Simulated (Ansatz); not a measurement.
# ClFH$_{2}$OSi: what the fields show

Input

```
crystal:
  periodic: [false, false, false]
  atoms:
    - { symbol: Si, position_ang: [-0.23191, 0.059914, 0.284513] }
    - { symbol: F, position_ang: [0.097725, 1.454461, -0.572726] }
    - { symbol: O, position_ang: [0.30824, -1.060254, -0.846571] }
    - { symbol: H, position_ang: [0.641592, -0.447469, -1.535143] }
    - { symbol: H, position_ang: [-1.67971, -0.022345, 0.612715] }
    - { symbol: Cl, position_ang: [0.864163, 0.015693, 2.057213] }
basis:
  gaussian: { orbitals: cc-pVDZ }
hamiltonian:
  xc: blyp
relax:
  f_tol: 0.03
  max_steps: 50
output:
  orbitals: {}
```

Command:

```sh
ansatz run input.yaml --threads 2 --pin off --max-ram 3072MiB --backend cpu --events-out ev --progress --plain --runs-dir out
```

The fields are those of the relaxed geometry.

All numbers below come from RKS BLYP/cc-pVDZ (Ansatz).

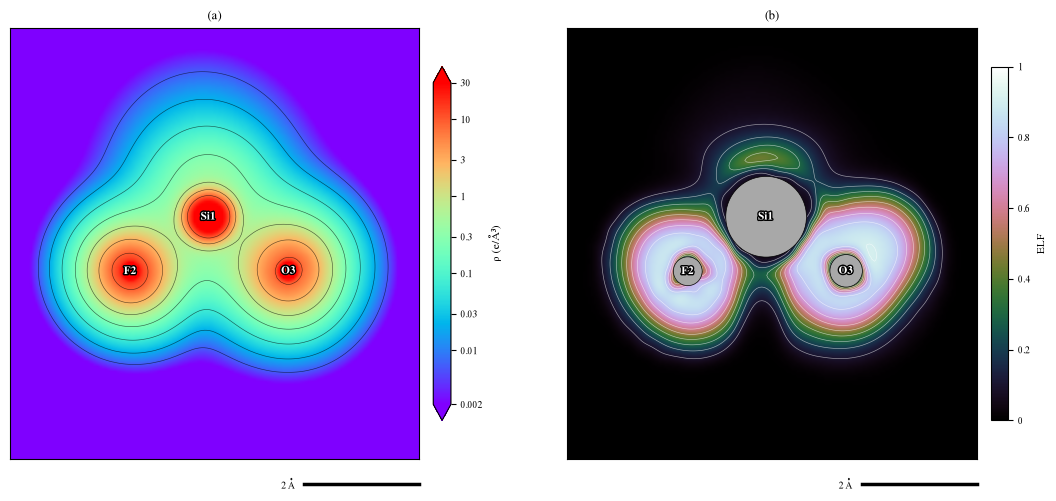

Figure 1. (a) total electron density; (b) electron localisation function on the plane of atoms F2, Si1 and O3. Grey discs cover the atomic cores in the ELF map.

Question: What does the map show?

Answer:
- Atoms in the plane: Si, F and O.
- Si–F (1.65 Å): ρ is about 0.91 e/Å³ halfway; the ELF peaks at about 0.80 in the valence shell of F, 0.5 Å from its nucleus, and is about 0.50 at the midpoint.
- Si–O (1.67 Å): ρ at the midpoint is about 1 e/Å³; the ELF peaks at about 0.85 between the atoms: a shared but strongly polarised pair.
- The ELF also peaks beside F2 and O3, away from the bonds: lone-pair regions.

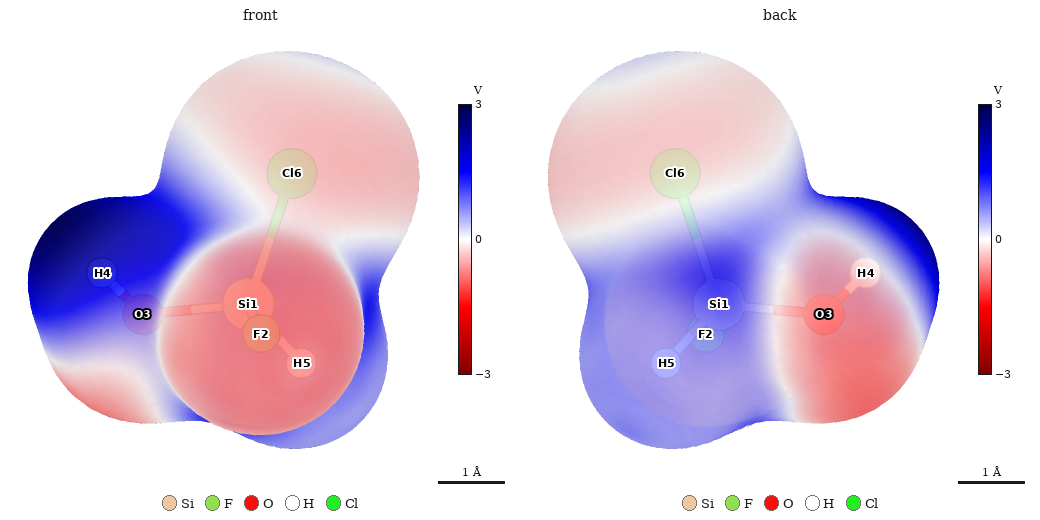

Figure 2. The electrostatic potential painted on the density surface at 0.002 e/bohr³, seen from the front and from behind; the colour scale runs from red (negative) to blue (positive).

Question: Where is the surface potential most negative and most positive?

Answer: The most negative region (about −0.9 V) lies over F2 and O3, the most positive (about +2.8 V) over H4. Cl6 shows a σ-hole: about +0.2 V at the tip opposite its bond, against about −0.2 V on its flanks.

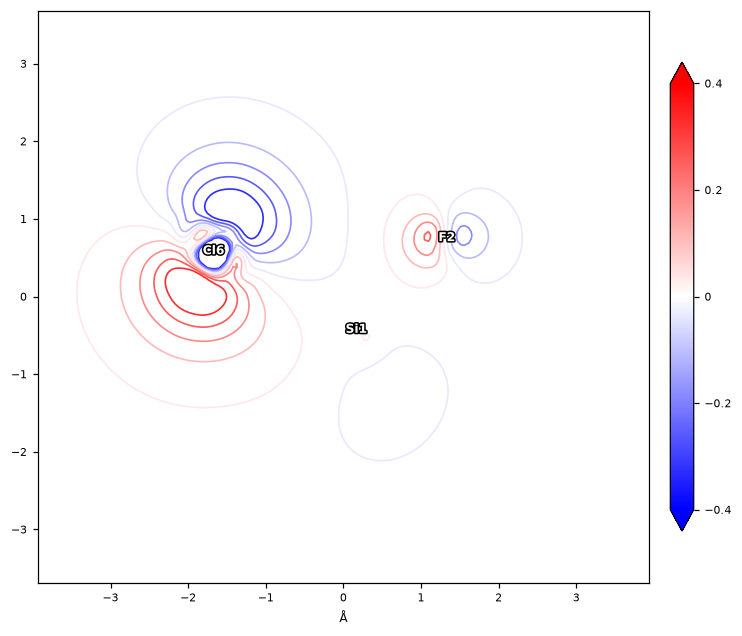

Figure 3. The HOMO−1 on the plane of atoms F2, Si1 and Cl6 (values in Å⁻³ᐟ²; the overall sign is arbitrary).

Question: Where does this orbital lie, and at what energy?

Answer: By Hirshfeld shares it lies mainly on Cl6 (about 85 %); largely a lone pair of Cl6. Its energy is −7.78 eV.
